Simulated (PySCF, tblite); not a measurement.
# Si₂₆H₃₄: electronic excitations, NMR shifts

What do calculations give for the electronic excitations, NMR shifts of Si₂₆H₃₄?

Programs: tblite 0.8.0 and PySCF 2.14.0, with routines of our own; each step states its level. All values are computed. Atoms count from 0.

### 1 The starting structure

60 atoms, charge 0, multiplicity 1; geometry from: force field, distance geometry or constructed start.

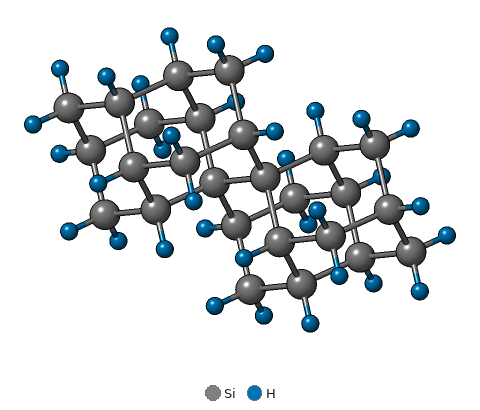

The starting geometry (silicon grey, hydrogen blue).

### 2 Relaxing the molecule with GFN2-xTB

Job settings and geometry (Å):

```
{"job": {"kind": "relax", "xc": "GFN2-xTB", "basis": "xTB"}, "charge": 0, "multiplicity": 1}
Si    -3.389500    -0.680700    -2.038200
Si    -3.397600    -0.676300     3.387500
Si    -3.389200    -3.396700     0.679900
Si    -0.679600    -0.674500     0.672700
Si    -2.037600    -2.037800    -0.675500
Si    -4.755400    -2.037100     2.034000
Si    -6.109800    -0.677200     0.675600
Si    -0.675500     2.039300    -2.035100
Si    -2.033900     0.676800    -3.394800
Si    -3.397200     2.035800     0.680500
Si    -2.038700     3.393200    -0.681000
Si    -2.039100     0.676900     2.036600
Si    -4.755500     0.679600    -0.673900
Si     2.038800    -0.679500    -2.039300
Si     2.034400    -0.673800     3.394600
Si     2.034700    -3.393800     0.685200
Si     4.752500    -0.677000     0.679800
Si     3.393300    -2.040000    -0.679900
Si     0.678300    -2.034800     2.039100
Si     4.754900     2.037500    -2.033900
Si     3.392100     0.682700    -3.392900
Si     6.109000     0.680400    -0.679100
Si     2.040000     2.041200     0.685500
Si     3.390200     3.390100    -0.680400
Si     3.394900     0.681500     2.037500
Si     0.672800     0.678000    -0.676400
H     -4.225100    -1.508000    -2.868700
H     -2.563600    -1.509700     4.227000
H     -4.225200     0.152900     4.223800
H     -2.561900    -4.225400     1.513700
H     -4.222200    -4.225200    -0.153600
H     -1.207100    -2.866700    -1.510100
H     -5.584500    -2.867900     2.866100
H     -6.939200    -1.511600    -0.148800
H     -6.940100     0.154300     1.507000
H      0.153000     2.870200    -2.870900
H     -1.206000    -0.152400    -4.229900
H     -2.867100     1.512800    -4.228400
H     -4.224700     2.864100     1.510200
H     -2.872800     4.229200    -1.509100
H     -1.205300     4.223500     0.156300
H     -1.199300     1.504700     2.871700
H     -5.578600     1.511300    -1.513900
H      1.207800    -1.510800    -2.869800
H      2.864300    -1.508600     4.228200
H      1.203300     0.154100     4.222400
H      2.870400    -4.225700     1.509700
H      1.204900    -4.223200    -0.150200
H      5.585100    -1.509900     1.510500
H      4.227700    -2.867300    -1.508300
H     -0.153400    -2.875300     2.871100
H      5.590100     2.869300    -2.868300
H      4.225400    -0.152900    -4.225700
H      2.559600     1.508700    -4.228800
H      6.942000    -0.153400    -1.508800
H      6.940800     1.513300     0.153100
H      1.211800     2.862300     1.508400
H      2.565700     4.233400    -1.511000
H      4.225900     4.225100     0.156500
H      4.224900     1.512300     2.867000
```

Started as:

```
> OMP_NUM_THREADS=4 python large_run.py task.json out
```

This one command runs all jobs of the session in turn.

Standard output:

```text
step      E/eV     max force
  0   -1683.15250    1.202
  1   -1683.48675    0.495
  2   -1683.58010    0.159
  3   -1683.59074    0.143
  4   -1683.62012    0.217
  5   -1683.64649    0.252
  6   -1683.67358    0.306
  7   -1683.69360    0.300
  8   -1683.71483    0.216
  9   -1683.73411    0.145
 10   -1683.74401    0.118
 11   -1683.74752    0.086
 12   -1683.74951    0.066
 13   -1683.75146    0.073
 14   -1683.75340    0.067
 15   -1683.75485    0.075
 16   -1683.75581    0.058
 17   -1683.75655    0.042
 18   -1683.75723    0.046
 19   -1683.75791    0.047
 20   -1683.75863    0.059
 21   -1683.75936    0.053
 22   -1683.76001    0.037
 23   -1683.76053    0.041
 24   -1683.76094    0.037
 25   -1683.76132    0.031
 26   -1683.76164    0.026
 27   -1683.76189    0.021
 28   -1683.76210    0.026
 29   -1683.76234    0.029
 30   -1683.76265    0.029
 31   -1683.76299    0.029
 32   -1683.76325    0.028
 33   -1683.76343    0.019
```

It took 5.4 s on 4 threads of Arm Neoverse V2, shared host; peak memory 0.17 GiB.

The steps of the relaxation:

```tsv
step	energy from step 0 (eV)	largest force (eV/Å)
0	0.0000	1.2020
1	-0.3343	0.4951
2	-0.4276	0.1588
3	-0.4382	0.1431
4	-0.4676	0.2174
5	-0.4940	0.2518
6	-0.5211	0.3062
7	-0.5411	0.3005
8	-0.5623	0.2159
9	-0.5816	0.1439
11	-0.5950	0.0861
13	-0.5990	0.0731
15	-0.6024	0.0749
17	-0.6041	0.0416
19	-0.6054	0.0475
21	-0.6069	0.0532
23	-0.6080	0.0404
25	-0.6088	0.0312
27	-0.6094	0.0215
29	-0.6098	0.0286
30	-0.6101	0.0287
31	-0.6105	0.0290
32	-0.6108	0.0284
33	-0.6109	0.0189
```

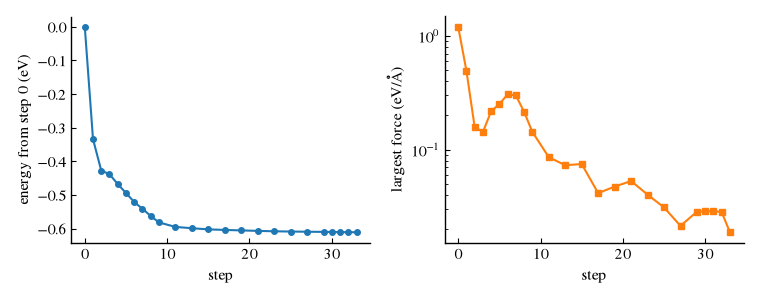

Energy and largest force along the relaxation.

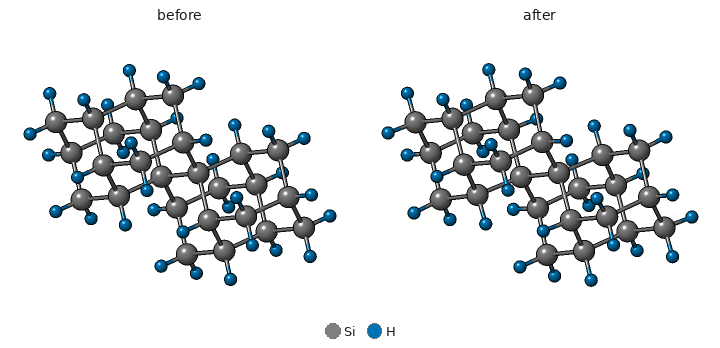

The geometry before (left) and after (right).

Distances of close pairs at the start and the end, largest changes first:

```tsv
bond	before (Å)	after (Å)	change (Å)
Si3–Si25	2.341	2.404	+0.063
Si22–H56	1.427	1.477	+0.049
Si9–H38	1.435	1.477	+0.042
Si7–H35	1.441	1.480	+0.039
Si17–H49	1.438	1.477	+0.039
Si24–H59	1.438	1.477	+0.039
Si0–H26	1.440	1.477	+0.038
Si13–H43	1.439	1.477	+0.037
```

The final coordinates are the input of the step that follows.

### 3 Electronic excitations: TDDFT PBE0/6-31G*

Job settings and geometry (Å):

```
{"job": {"kind": "uv", "basis": "6-31G*", "grid": 1, "kgrid": 0, "vcut": 1.5, "nstates": 6, "ntriplets": 2, "tda": false, "delta": ["ip_vertical"], "pop": true, "xc": "PBE0"}, "charge": 0, "multiplicity": 1}
Si    -3.390291    -0.631761    -2.063097
Si    -3.440442    -0.694981     3.403166
Si    -3.439228    -3.402846     0.694800
Si    -0.688761    -0.696723     0.696289
Si    -2.121908    -2.024969    -0.648656
Si    -4.780316    -2.058618     2.058140
Si    -6.125072    -0.705797     0.704319
Si    -0.727237     2.034417    -2.034566
Si    -2.043648     0.701781    -3.421795
Si    -3.391139     2.062459     0.631361
Si    -2.044361     3.421316    -0.700549
Si    -2.123037     0.647639     2.024853
Si    -4.779932     0.645364    -0.645985
Si     2.123464    -0.648314    -2.024560
Si     2.044016    -0.699173     3.422015
Si     2.045873    -3.421197     0.701057
Si     4.780687    -0.644143     0.646160
Si     3.391677    -2.062412    -0.630519
Si     0.728591    -2.034370     2.034553
Si     4.779718     2.059277    -2.058733
Si     3.440324     0.695446    -3.403264
Si     6.125672     0.706463    -0.705310
Si     2.123249     2.025536     0.648452
Si     3.440998     3.404225    -0.694657
Si     3.390710     0.632229     2.063499
Si     0.688598     0.696429    -0.696380
H     -4.266133    -1.480328    -2.897034
H     -2.589712    -1.500129     4.291162
H     -4.264640     0.086108     4.336741
H     -2.587394    -4.290016     1.499588
H     -4.260905    -4.339625    -0.085031
H     -1.201987    -2.831051    -1.475640
H     -5.641377    -2.907153     2.904995
H     -7.039844    -1.519510    -0.109121
H     -7.039577     0.107390     1.518524
H      0.185669     2.858825    -2.857629
H     -1.175733    -0.097611    -4.296492
H     -2.849461     1.483393    -4.372252
H     -4.267605     2.895137     1.480042
H     -2.849187     4.373086    -1.481789
H     -1.177036     4.296236     0.099326
H     -1.203087     1.474808     2.830806
H     -5.625667     1.500540    -1.501474
H      1.203088    -1.475338    -2.830509
H      2.847832    -1.479931     4.374809
H      1.175127     0.101347     4.294623
H      2.850137    -4.371749     1.483781
H      1.177650    -4.295870    -0.097622
H      5.626664    -1.499770     1.501082
H      4.267505    -2.895621    -1.479130
H     -0.185291    -2.857327     2.858599
H      5.640745     2.907055    -2.906116
H      4.263572    -0.085192    -4.338056
H      2.588292     1.500324    -4.290248
H      7.040761    -0.106830    -1.519123
H      7.039790     1.520787     0.108530
H      1.202371     2.831060     1.475273
H      2.589156     4.292506    -1.498362
H      4.264667     4.337551     0.087476
H      4.267313     1.480523     2.896158
```

Level: TDDFT PBE0/6-31G*, vertical, gas phase, core orbitals frozen in the response, virtual orbitals cut by energy.

Standard output:

```text
start: PBE on a coarse grid of 59315 points
cycle   1  E = -7543.7209887387  dE =  1.530e+00  |g| = 3.014e-01  |ddm| = 7.722e+00
cycle   2  E = -7543.7414597093  dE = -2.047e-02  |g| = 1.834e-01  |ddm| = 8.944e-01
cycle   3  E = -7543.7437267261  dE = -2.267e-03  |g| = 1.709e-01  |ddm| = 7.627e-01
cycle   4  E = -7543.7552987186  dE = -1.157e-02  |g| = 2.660e-02  |ddm| = 4.042e-01
cycle   5  E = -7543.7554973236  dE = -1.986e-04  |g| = 1.560e-02  |ddm| = 9.175e-02
cycle   6  E = -7543.7555885977  dE = -9.127e-05  |g| = 3.777e-03  |ddm| = 4.077e-02
final grid: 228269 points
cycle   7  E = -7544.0021282170  dE = -1.719e-02  |g| = 3.776e-02  |ddm| = 6.088e-01
cycle   8  E = -7544.0016289994  dE =  4.992e-04  |g| = 5.167e-02  |ddm| = 2.283e-01
cycle   9  E = -7544.0026441333  dE = -1.015e-03  |g| = 1.016e-02  |ddm| = 1.389e-01
cycle  10  E = -7544.0026784947  dE = -3.436e-05  |g| = 4.849e-03  |ddm| = 3.052e-02
cycle  11  E = -7544.0026882438  dE = -9.749e-06  |g| = 7.845e-04  |ddm| = 1.174e-02
cycle  12  E = -7544.0026878226  dE =  4.212e-07  |g| = 3.342e-04  |ddm| = 2.349e-03
cycle  13  E = -7544.0026828941  dE =  4.929e-06  |g| = 7.259e-05  |ddm| = 8.579e-04
converged SCF energy = -7544.0026828941
Vertical ionisation energy (delta-SCF) = 7.9584 eV   <S^2> = 0.754

Static polarisability (au): isotropic 702.921, principal 578.367 672.287 858.107

Singlet excitations
state   eV       nm        f      main configurations
  1   4.7199    262.7   0.00789   H-1->L 0.69, H->L+2 0.26
  2   4.7383    261.7   0.06403   H->L 0.93
  3   4.7484    261.1   0.00004   H->L+1 0.97
  4   4.7939    258.6   0.00000   H-1->L+1 0.96
  5   4.8149    257.5   0.00009   H->L+2 0.70, H-1->L 0.27
  6   4.8812    254.0   0.03062   H-1->L+2 0.52, H-2->L 0.41

Triplet excitations (Tamm-Dancoff, eV): 4.3645 4.4359
```

It took 5.9 min on 4 threads of Arm Neoverse V2, shared host; peak memory 3.7 GiB.

Frontier orbitals and where they lie:

```tsv
orbital	eV	atoms
HOMO−4	-7.50	Si18 6 %, Si7 6 %, Si10 6 %
HOMO−3	-7.43	Si0 6 %, Si24 6 %, Si9 6 %
HOMO−2	-7.22	Si3 12 %, Si25 12 %, Si18 9 %
HOMO−1	-7.09	Si25 12 %, Si3 12 %, Si13 10 %
HOMO	-7.02	Si3 16 %, Si25 16 %, Si18 6 %
LUMO	-1.45	Si3 14 %, Si25 14 %, Si1 4 %
LUMO+1	-1.40	Si25 10 %, Si3 10 %, Si18 9 %
LUMO+2	-1.35	Si25 9 %, Si3 9 %, Si13 7 %
LUMO+3	-1.21	Si22 6 %, Si13 6 %, Si11 6 %
```

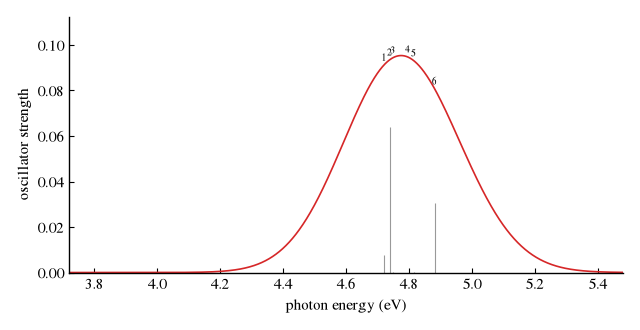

Absorption spectrum from the 6 singlet states computed; above the last one it falls off for lack of states. Lines are broadened to a width of 0.40 eV (Gaussian).

Ground-state properties from the same run:

```tsv
property	computed
dipole moment (D)	0.01
polarisability (Å³)	104.16
HOMO–LUMO gap (eV)	5.57
−ε(HOMO) (eV)	7.02
```

### 4 NMR shifts: GIAO KT3/pcSseg-1

The job, as its differences from that of step 3:

```diff
@@ -1,2 +1,2 @@
-{"job": {"kind": "uv", "basis": "6-31G*", "grid": 1, "kgrid": 0, "vcut": 1.5, "nstates": 6, "ntriplets": 2, "tda": false, "delta": ["ip_vertical"], "pop": true, "xc": "PBE0"}, "charge": 0, "multiplicity": 1}
+{"job": {"kind": "nmr", "xc": "KT3", "basis": "pcSseg-1", "pop": false}, "charge": 0, "multiplicity": 1}
 Si    -3.390291    -0.631761    -2.063097
```

Level: GIAO KT3/pcSseg-1 NMR shielding, non-relativistic, gas phase.

Standard output:

```text
start: PBE on a coarse grid of 59315 points
cycle   1  E = -7543.2820983354  dE =  1.402e+00  |g| = 4.137e-01  |ddm| = 8.172e+00
cycle   2  E = -7543.2995686935  dE = -1.747e-02  |g| = 3.062e-01  |ddm| = 1.043e+00
cycle   3  E = -7543.3089497857  dE = -9.381e-03  |g| = 2.214e-01  |ddm| = 1.045e+00
cycle   4  E = -7543.3276581679  dE = -1.871e-02  |g| = 3.689e-02  |ddm| = 5.693e-01
cycle   5  E = -7543.3280028875  dE = -3.447e-04  |g| = 2.263e-02  |ddm| = 1.329e-01
cycle   6  E = -7543.3281854293  dE = -1.825e-04  |g| = 7.105e-03  |ddm| = 6.118e-02
final grid: 441142 points
cycle   7  E = -7607.7358699619  dE = -1.403e-01  |g| = 6.132e-01  |ddm| = 1.654e+00
cycle   8  E = -7607.7503246833  dE = -1.445e-02  |g| = 2.872e-01  |ddm| = 8.178e-01
cycle   9  E = -7607.7549070427  dE = -4.582e-03  |g| = 5.483e-02  |ddm| = 3.665e-01
cycle  10  E = -7607.7560713387  dE = -1.164e-03  |g| = 1.269e-02  |ddm| = 1.434e-01
cycle  11  E = -7607.7561363223  dE = -6.498e-05  |g| = 4.860e-03  |ddm| = 3.708e-02
cycle  12  E = -7607.7561418586  dE = -5.536e-06  |g| = 1.196e-03  |ddm| = 1.431e-02
cycle  13  E = -7607.7561396541  dE =  2.204e-06  |g| = 4.079e-04  |ddm| = 3.213e-03
cycle  14  E = -7607.7561419515  dE = -2.297e-06  |g| = 1.115e-04  |ddm| = 1.022e-03
cycle  15  E = -7607.7561362199  dE =  5.732e-06  |g| = 2.035e-05  |ddm| = 2.862e-04
converged SCF energy = -7607.7561362199

GIAO shielding tensors (ppm)
atom      isotropic    diamagn.    paramagn.     s11        s22        s33       span
  0 Si     471.035     883.027    -411.992    464.440    470.002    478.662     14.222
  1 Si     466.027     883.735    -417.708    447.223    461.745    489.114     41.891
  2 Si     466.086     883.739    -417.653    446.973    461.795    489.490     42.517
  3 Si     453.599     880.860    -427.261    430.688    452.905    477.205     46.516
  4 Si     468.009     883.207    -415.199    446.945    473.292    483.788     36.843
  5 Si     484.222     884.129    -399.906    478.551    479.330    494.785     16.234
  6 Si     462.562     883.182    -420.620    443.244    459.928    484.514     41.270
  7 Si     474.614     883.413    -408.799    459.920    475.874    488.049     28.129
  8 Si     465.403     883.461    -418.058    440.354    464.117    491.739     51.385
  9 Si     471.082     883.030    -411.948    464.551    470.036    478.660     14.109
 10 Si     465.400     883.456    -418.056    440.159    464.197    491.845     51.686
 11 Si     467.994     883.209    -415.215    446.866    473.309    483.808     36.942
 12 Si     473.478     883.860    -410.382    469.404    474.072    476.958      7.554
 13 Si     467.947     883.215    -415.268    446.814    473.206    483.821     37.007
 14 Si     465.439     883.467    -418.028    440.295    464.267    491.756     51.461
 15 Si     465.507     883.470    -417.963    440.379    464.308    491.835     51.455
 16 Si     473.464     883.862    -410.398    469.341    474.038    477.012      7.670
 17 Si     471.157     883.034    -411.877    464.509    470.191    478.771     14.263
 18 Si     474.519     883.413    -408.894    459.668    475.954    487.937     28.268
 19 Si     484.281     884.120    -399.839    478.626    479.444    494.774     16.148
 20 Si     466.036     883.744    -417.709    447.172    461.794    489.140     41.968
 21 Si     462.473     883.183    -420.710    443.136    459.872    484.413     41.277
 22 Si     467.888     883.214    -415.325    446.645    473.230    483.790     37.145
 23 Si     465.988     883.747    -417.759    447.133    461.752    489.079     41.946
 24 Si     471.138     883.033    -411.895    464.574    469.985    478.855     14.280
 25 Si     453.563     880.858    -427.295    430.562    452.910    477.218     46.656
 26 H       27.681      32.224      -4.544     23.285     24.908     34.848     11.563
 27 H       27.784      31.234      -3.450     23.286     27.021     33.046      9.760
 28 H       27.889      31.055      -3.165     23.958     24.754     34.956     10.998
 29 H       27.788      31.244      -3.456     23.288     27.031     33.044      9.756
 30 H       27.892      31.054      -3.163     23.956     24.756     34.962     11.006
 31 H       27.358      32.388      -5.030     23.491     26.325     32.257      8.766
 32 H       27.954      30.189      -2.235     23.589     23.943     36.330     12.741
 33 H       27.840      30.071      -2.231     24.188     24.577     34.756     10.569
 34 H       27.841      30.074      -2.233     24.191     24.577     34.754     10.563
 35 H       27.695      33.019      -5.324     22.520     26.781     33.784     11.264
 36 H       27.673      31.380      -3.707     23.550     26.791     32.679      9.129
 37 H       27.870      31.235      -3.365     23.684     24.805     35.120     11.436
 38 H       27.684      32.229      -4.545     23.287     24.911     34.854     11.567
 39 H       27.869      31.229      -3.360     23.683     24.803     35.120     11.437
 40 H       27.673      31.378      -3.705     23.551     26.790     32.679      9.127
 41 H       27.357      32.390      -5.033     23.492     26.325     32.254      8.763
 42 H       27.774      31.823      -4.049     23.107     25.278     34.935     11.828
 43 H       27.354      32.390      -5.036     23.489     26.324     32.251      8.762
 44 H       27.870      31.234      -3.364     23.683     24.803     35.124     11.442
 45 H       27.674      31.385      -3.711     23.552     26.796     32.675      9.122
 46 H       27.873      31.238      -3.365     23.687     24.805     35.126     11.439
 47 H       27.677      31.385      -3.708     23.551     26.794     32.685      9.133
 48 H       27.773      31.821      -4.048     23.106     25.277     34.934     11.828
 49 H       27.686      32.228      -4.542     23.287     24.914     34.857     11.571
 50 H       27.690      33.018      -5.328     22.515     26.780     33.775     11.260
 51 H       27.956      30.177      -2.222     23.592     23.943     36.332     12.740
 52 H       27.889      31.057      -3.168     23.956     24.754     34.958     11.001
 53 H       27.785      31.241      -3.456     23.286     27.027     33.042      9.756
 54 H       27.837      30.070      -2.233     24.187     24.574     34.751     10.564
 55 H       27.838      30.073      -2.235     24.188     24.576     34.749     10.561
 56 H       27.355      32.392      -5.037     23.490     26.324     32.250      8.760
 57 H       27.784      31.241      -3.457     23.284     27.023     33.045      9.761
 58 H       27.888      31.060      -3.172     23.959     24.753     34.953     10.994
 59 H       27.686      32.231      -4.546     23.287     24.914     34.857     11.571
```

Wall time 42 s (4 threads of Arm Neoverse V2, shared host); peak memory 2.3 GiB.

Shifts follow as δ = σ(reference) − σ, with reference shieldings (ppm) from runs at the same level and on the same kind of geometry: 1H TMS 31.76, 29Si TMS 361.7. The references are single molecules in the gas phase. Atoms listed in one row are averaged.

```tsv
atoms	environment	σ (ppm)	δ (ppm)
H31, H41, H43, H56	hydrogen on a silicon bonded to 3 Si	27.36	4.40
H36, H40, H45, H47	hydrogen on a silicon bonded to 2 Si	27.67	4.09
H26, H38, H49, H59	hydrogen on a silicon bonded to 3 Si	27.68	4.08
H35, H50	hydrogen on a silicon bonded to 3 Si	27.69	4.07
H42, H48	hydrogen on a silicon bonded to 3 Si	27.77	3.99
H27, H29, H53, H57	hydrogen on a silicon bonded to 2 Si	27.79	3.97
H33, H34, H54, H55	hydrogen on a silicon bonded to 2 Si	27.84	3.92
H37, H39, H44, H46	hydrogen on a silicon bonded to 2 Si	27.87	3.89
H28, H30, H52, H58	hydrogen on a silicon bonded to 2 Si	27.89	3.87
H32, H51	hydrogen on a silicon bonded to 3 Si	27.95	3.81
Si3, Si25	silicon bonded to 4 Si	453.6	-91.9
Si6, Si21	silicon bonded to 2 Si, 2 H	462.5	-100.8
Si8, Si10, Si14, Si15	silicon bonded to 2 Si, 2 H	465.4	-103.8
Si1, Si2, Si20, Si23	silicon bonded to 2 Si, 2 H	466.0	-104.4
Si4, Si11, Si13, Si22	silicon bonded to 3 Si, H	468.0	-106.3
Si0, Si9, Si17, Si24	silicon bonded to 3 Si, H	471.1	-109.4
Si12, Si16	silicon bonded to 3 Si, H	473.5	-111.8
Si7, Si18	silicon bonded to 3 Si, H	474.6	-112.9
Si5, Si19	silicon bonded to 3 Si, H	484.3	-122.6
```

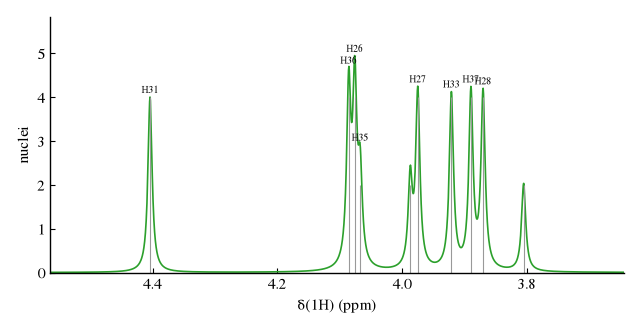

1H lines at the computed shifts, without couplings. Lines are broadened to a width of 0.01 ppm (Lorentzian).

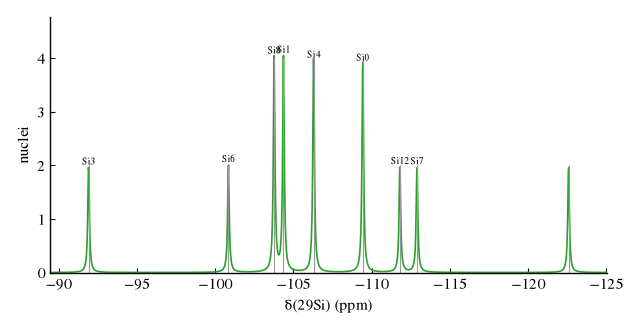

29Si lines at the computed shifts, without couplings. Lines are broadened to a width of 0.12 ppm (Lorentzian).

Ring of atoms Si0, Si2, Si4, Si5, Si6, Si12: NICS(0) -1.8, NICS(1) -1.6, NICS(1)zz 2.2 ppm (means of both faces).

Ring of atoms Si0, Si3, Si4, Si7, Si8, Si25: NICS(0) -1.8, NICS(1) -1.4, NICS(1)zz 3.0 ppm (means of both faces).

Ring of atoms Si0, Si3, Si4, Si9, Si11, Si12: NICS(0) -2.0, NICS(1) -1.6, NICS(1)zz -0.7 ppm (means of both faces).

### 5 Outcome

| quantity | value |
| --- | --- |
| lowest singlet (PBE0/6-31G*) | 4.72 eV (263 nm), f = 0.008 |
| brightest single state of those computed | state 2, 4.74 eV, f = 0.064 |
| lowest triplet | 4.36 eV |
| 1H shifts against TMS (KT3/pcSseg-1, means over atoms taken as alike) | 4.40, 4.09, 4.08, 4.07, 3.99, 3.97, 3.92, 3.89, 3.87, 3.81 ppm |
| 29Si shifts against TMS (KT3/pcSseg-1, means over atoms taken as alike) | -91.9, -100.8, -103.8, -104.4, -106.3, -109.4, -111.8, -112.9, -122.6 ppm |

The first singlet state (HOMO−1→LUMO 0.69, HOMO→LUMO+2 0.26) lies at 4.72 eV and is weak; of the 6 states computed, the strongest absorption comes from states 1 to 2 together at 4.74 eV (the last state computed is bright too, and its partners may lie past the list). The lowest triplet lies 0.36 eV below the lowest singlet (triplets in Tamm-Dancoff, singlets in full TDDFT). At KT3/pcSseg-1: The widest tensor belongs to Si8, Si10, Si14, Si15: span 51 ppm, with a paramagnetic part of -418 ppm.
